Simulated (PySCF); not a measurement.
# doublet [As2]−: levels of theory compared

We compute a comparison of 6 runs (UHF/STO-3G, UHF/3-21G, U-wB97M-V/def2-TZVPPD, UBHLYP/def2-TZVPPD, UCAM-B3LYP/def2-TZVPPD, USCS-MP2/def2-TZVPPD) of doublet [As2]−. The job is set up through a Python script.

Program for the calculation: PySCF 2.14.0.

2 further runs of the same task are left out: 2 set aside as unsound or not needed.

## Step 1: The molecule

The species is [As2]− (2 atoms), meant as a doublet with charge -1. SMILES of the parent species: `[As]#[As]`. The shape is that of a PBE0-D4/def2-TZVP optimisation. That shape belongs to the parent species and isn't relaxed for this state.

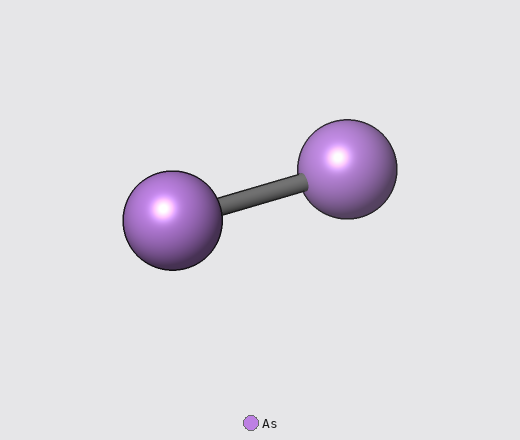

The structure, seen from a chosen angle (arsenic purple).

## Step 2: The energy at UHF/STO-3G (run 1)

The input, input.py:

```python
from pyscf import gto, scf

system = gto.M(
    atom='As 0.000000 -0.000000 0.002480; As -0.000000 0.000000 2.091490',
    max_memory=1860,
    verbose=4,
    spin=1,
    basis='sto-3g',
    charge=-1,
)

mf = scf.UHF(system)
mf.conv_tol = 1e-10
mf.kernel()
if not mf.converged:
    mf = mf.newton().run(mf.mo_coeff, mf.mo_occ)

e_tot = mf.e_tot
print(f'total energy: {e_tot:.8f} hartree')
```

On the command line:

```
OMP_NUM_THREADS=1 python input.py
```

Standard output:

```text
PySCF version 2.14.0

[... 35 lines left out ...]
[... the frontier-level lines of each cycle are left out ...]
[... 32 lines left out ...]
converged SCF energy = -4418.38792666709  <S^2> = 0.75111757  2S+1 = 2.0011173
total energy: -4418.38792667 hartree
```

Wall time 0.56 s (1 thread of Arm Neoverse V2, shared host); peak memory 0.1 GiB.

## Step 3: A single-point energy at UHF/3-21G (run 2)

The input, input.py:

```python
from pyscf import gto, scf

molecule = gto.M(
    atom='As 0.000000 -0.000000 0.002480; As -0.000000 0.000000 2.091490',
    spin=1,
    basis='3-21g',
    max_memory=1860,
    verbose=3,
    charge=-1,
)

myscf = scf.UHF(molecule)
myscf.conv_tol = 1e-10
myscf.kernel()
if not myscf.converged:
    myscf = myscf.newton().run(myscf.mo_coeff, myscf.mo_occ)

e_final = myscf.e_tot
print('Final energy', e_final)
```

On the command line:

```
OMP_NUM_THREADS=1 python input.py
```

Standard output:

```text
converged SCF energy = -4446.84572848468  <S^2> = 0.75365802  2S+1 = 2.0036547
Final energy -4446.845728484675
```

Run time: 0.58 s. Hardware: 1 thread of Arm Neoverse V2, shared host; peak memory 0.1 GiB.

Runs 3 to 5 aren't shown in full; the table further down has their settings and results.

## Step 4: A single-point energy at USCS-MP2/def2-TZVPPD (run 6)

The input, input.py:

```python
from pyscf import gto, mp

mol = gto.Mole()
mol.atom = '''
As     0.000000     0.000000     0.002480
As     0.000000     0.000000     2.091490
'''
mol.spin = 1
mol.basis = 'def2-tzvppd'
mol.verbose = 3
mol.charge = -1
mol.max_memory = 1860
mol.build()

mf = mol.UHF()
mf.conv_tol = 1e-10
mf.kernel()
if not mf.converged:
    mf = mf.newton().run(mf.mo_coeff, mf.mo_occ)

pt = mp.MP2(mf, frozen=18).run()
e_tot = mf.e_tot + 1.2 * pt.e_corr_os + pt.e_corr_ss / 3
print(f'total energy: {e_tot:.8f} hartree')
```

On the command line:

```
OMP_NUM_THREADS=1 python input.py
```

Standard output:

```text
converged SCF energy = -4468.42106678353  <S^2> = 0.7753021  2S+1 = 2.025144
E(UMP2) = -4468.93326950407  E_corr = -0.512202720549213
E(SCS-UMP2) = -4468.8938601606  E_corr = -0.472793377077447
total energy: -4468.89386016 hartree
```

It took 5.7 s on 1 thread of Arm Neoverse V2, shared host; peak memory 0.33 GiB.

## Step 5: The series

| run | level | integration grid | nlc grid | energy (Eh) | HOMO energy (eV) | LUMO energy (eV) | ⟨S²⟩ | wall time |
| --- | --- | --- | --- | --- | --- | --- | --- | --- |
| 1 | UHF/STO-3G | – | – | -4418.387927 | 4.43 | 12.40 | 0.751 | 0.56 s |
| 2 | UHF/3-21G | – | – | -4446.845728 | -0.36 | 6.32 | 0.754 | 0.58 s |
| 3 | U-wB97M-V/def2-TZVPPD | 5 | 1 | -4471.534120 | -0.44 | 4.78 | 0.755 | 58 s |
| 4 | UBHLYP/def2-TZVPPD | 5 | – | -4471.750172 | 0.57 | 3.79 | 0.758 | 16 s |
| 5 | UCAM-B3LYP/def2-TZVPPD | 5 | – | -4472.026206 | 0.25 | 3.99 | 0.756 | 33 s |
| 6 | USCS-MP2/def2-TZVPPD | – | – | -4468.893860 | -0.91 | 5.65 | 0.775 | 5.7 s |

## Step 6: What came out

```
                                                         quantity           value
                                              run 6: total energy  -4468.89386 Eh
run 6: HOMO energy (Hartree–Fock orbitals) (highest over α and β)        -0.91 eV
 run 6: LUMO energy (Hartree–Fock orbitals) (lowest over α and β)         5.65 eV
              run 6: correlation energy (18 core orbitals frozen)      -472.8 mEh
                         run 6: ⟨S²⟩ of the reference determinant           0.775
```

What this shows: Totals of different functionals can't be ranked against each other. In runs 1, 4, 5 the HOMO lies above zero, so the outermost electron may be held by the basis alone. In run 1 the basis is minimal, so the values are rough. All runs together took 1.9 min, the longest 58 s.
